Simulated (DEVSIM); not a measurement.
System: Ni/La2O3/p-InP capacitor, at 250 K.

| layer (left to right) | material | thickness (nm) | Na (cm⁻³) |
|---|---|---|---|
| 1 | La2O3 | 3.90 | - |
| 2 | InP | 20000 | 1e15 |

Metal gate on the left, work function 5.1 eV. Fixed charge at the semiconductor interface -6.6e11 cm⁻² (in units of +e); interface traps 1e11 cm⁻² eV⁻¹, uniform in energy, neutral level at 0.3 of the gap above the valence band.

This is a model device: material constants are rounded textbook-type values typed into the input, and sizes, dopings and lifetimes were drawn at random. Values at 300 K; Nc and Nv go as T^1.5, mobilities as T to minus their exponent, the gap by Varshni's rule with the affinity fixed.

```csv
parameter,La2O3,InP
gap (eV),5.8,1.344
affinity (eV),1.8,4.38
permittivity,27,12.5
Nc (cm⁻³),-,5.7e17
Nv (cm⁻³),-,1.1e19
Varshni α (eV/K),-,0.000363
Varshni β (K),-,162
```

Model (solved in DEVSIM): 1D Poisson equation in equilibrium, Boltzmann statistics, complete ionisation; no quantum confinement or tunnelling. Metal contacts follow the ideal Schottky-Mott rule: no Fermi-level pinning, no interface dipoles.

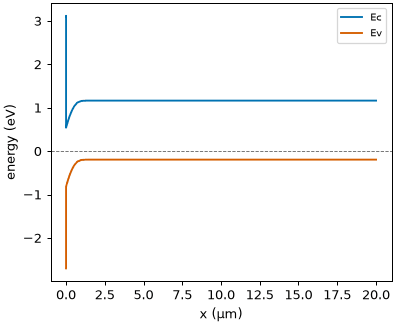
Figure. Band edges at 0.2 V on the gate

Energies count from the Fermi level of the right contact; mesh points crowd at the junctions.

```
x (μm)    Ec (eV)  Ev (eV)  n (cm⁻³)  p (cm⁻³)  field (V/cm)
--------  -------  -------  --------  --------  ------------
0.000       3.100   -2.700     < 1e2     < 1e2         53000
0.001288    3.107   -2.693     < 1e2     < 1e2         53000
0.002841    3.115   -2.685     < 1e2     < 1e2         53000
0.004069    0.541   -0.819   5400000       260         13000
0.007091    0.545   -0.815   4500000       320         13000
0.01361     0.554   -0.806   3000000       470         13000
0.02988     0.575   -0.785   1100000      1300         13000
0.09163     0.651   -0.709     32000     44000         12000
0.2247      0.797   -0.562     < 1e2     3.8e7         10000
0.5387      1.040   -0.319     < 1e2    3.1e12          5500
1.341       1.165   -0.195     < 1e2    9.8e14            37
4.386       1.165   -0.195     < 1e2    1.0e15           ≈ 0
10.66       1.165   -0.195     < 1e2    1.0e15           ≈ 0
16.26       1.165   -0.195     < 1e2    1.0e15           ≈ 0
18.86       1.165   -0.195     < 1e2    1.0e15           ≈ 0
19.55       1.165   -0.195     < 1e2    1.0e15           ≈ 0
19.82       1.165   -0.195     < 1e2    1.0e15           ≈ 0
19.93       1.165   -0.195     < 1e2    1.0e15           ≈ 0
19.98       1.165   -0.195     < 1e2    1.0e15           ≈ 0
20.00       1.165   -0.195     < 1e2    1.0e15           ≈ 0
20.00       1.165   -0.195     < 1e2    1.0e15           ≈ 0
20.00       1.165   -0.195     < 1e2    1.0e15           ≈ 0
```
